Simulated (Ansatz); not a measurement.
**SiH2 (SMILES [H][Si][H]) at HF/cc-pVDZ**

Aim: the vertical electron affinity of SiH2 at HF/cc-pVDZ, from 2 runs. 

Program for the calculation: Ansatz 0.2.0.

61 further runs of the same task are left out: 61 set aside as unsound or not needed.

### Step 1. The system as given

The species is SiH2 (3 atoms), meant as a singlet with charge 0. As SMILES, `[H][Si][H]`. The coordinates come from a GFN2-xTB relaxation.

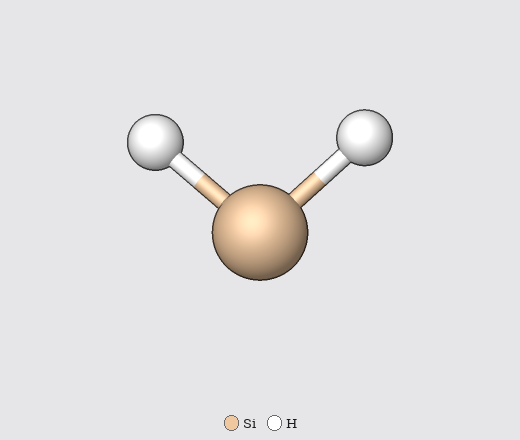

The structure, seen from a chosen angle (silicon light orange, hydrogen white).

### Step 2. The energy at HF/cc-pVDZ

The input, in.yaml:

```yaml
crystal:
  periodic: [false, false, false]
  atoms:
    - {symbol: Si, position_ang: [0.005220, -0.008160, -0.655700]}
    - {symbol: H, position_ang: [1.110230, -0.020010, 0.337410]}
    - {symbol: H, position_ang: [-1.115450, 0.028170, 0.318290]}
basis:
  gaussian: {orbitals: cc-pVDZ}
hamiltonian: {xc: hf}
accuracy: high
```

Run with:

```sh
$ ansatz run in.yaml --threads 1 --pin off --max-ram 2610MiB --events-out events.jsonl --progress --plain --runs-dir runs
```

What it wrote:

```text
Warning: RAYON_NUM_THREADS=1 ignored (pool sized by the plan → 1); use --threads N
Functional definition: HF
  name "HF"
  exchange = exact_x
  correlation = 0
555 factors; integrals over basis functions are off by at most 2.7e-9 eV
mean field evaluation 1: about -7891.4752 eV, gradient 7.0e0 eV
mean field evaluation 2: about -7891.4776 eV, gradient 7.0e0 eV
mean field evaluation 4: about -7891.7719 eV, gradient 3.2e-1 eV
mean field evaluation 8: about -7891.7725 eV, gradient 1.1e-4 eV
mean field -7891.77251588 eV, -290.0172907229 hartree, gradient 2.2e-8 eV, S^2 0.000000; 0 other end points of the search recorded, 0 dependent functions left out
reference -7891.77251588 eV, -290.0172907229 hartree; 8, 8 occupied and 20, 20 virtual orbitals, 555 factors
Total energy: -7891.77251588 eV, -290.0172907229 hartree
```

Wall time 0.25 s (1 thread of Arm Neoverse V1, shared host).

### Step 3. The doublet anion

The input, molecule.yaml:

```yaml
crystal:
  periodic: [false, false, false]
  atoms:
    - {symbol: Si, position_ang: [0.005220, -0.008160, -0.655700]}
    - {symbol: H, position_ang: [1.110230, -0.020010, 0.337410]}
    - {symbol: H, position_ang: [-1.115450, 0.028170, 0.318290]}
basis:
  gaussian:
    orbitals: cc-pVDZ
total_charge: -1
magnetization:
  spin_polarized: true
  initial_magnetization: 1
hamiltonian:
  xc: hf
accuracy: high
```

Run with:

```sh
$ ansatz run molecule.yaml --threads 1 --pin off --max-ram 2610MiB --events-out events.jsonl --progress --plain --runs-dir runs
```

What it wrote:

```text
Warning: RAYON_NUM_THREADS=1 ignored (pool sized by the plan → 1); use --threads N
[... 4 set-up lines as earlier in the session ...]
555 factors; integrals over basis functions are off by at most 2.7e-9 eV
mean field evaluation 1: about -7891.4212 eV, gradient 6.8e0 eV
mean field evaluation 2: about -7891.4225 eV, gradient 6.8e0 eV
mean field evaluation 4: about -7892.0032 eV, gradient 6.5e-1 eV
mean field evaluation 8: about -7892.0118 eV, gradient 1.9e-3 eV
mean field -7892.01178089 eV, -290.0260835499 hartree, gradient 4.5e-8 eV, S^2 0.767570; 0 other end points of the search recorded, 0 dependent functions left out
reference -7892.01178089 eV, -290.0260835499 hartree; 9, 8 occupied and 19, 20 virtual orbitals, 555 factors
Total energy: -7892.01178089 eV, -290.0260835499 hartree
```

Wall time 0.27 s (1 thread of Arm Neoverse V1, shared host).

### Step 4. Outcome

At HF/cc-pVDZ:

```
                                         quantity          value
                       singlet SiH2: total energy  -290.01729 Eh
                      doublet anion: total energy  -290.02608 Eh
                              doublet anion: ⟨S²⟩          0.768
vertical electron affinity (to the doublet anion)       0.239 eV
```

What this shows: At fixed nuclei the extra electron is bound by 0.24 eV (23.1 kJ/mol). The basis has no diffuse functions, so the error can be as large as this value.
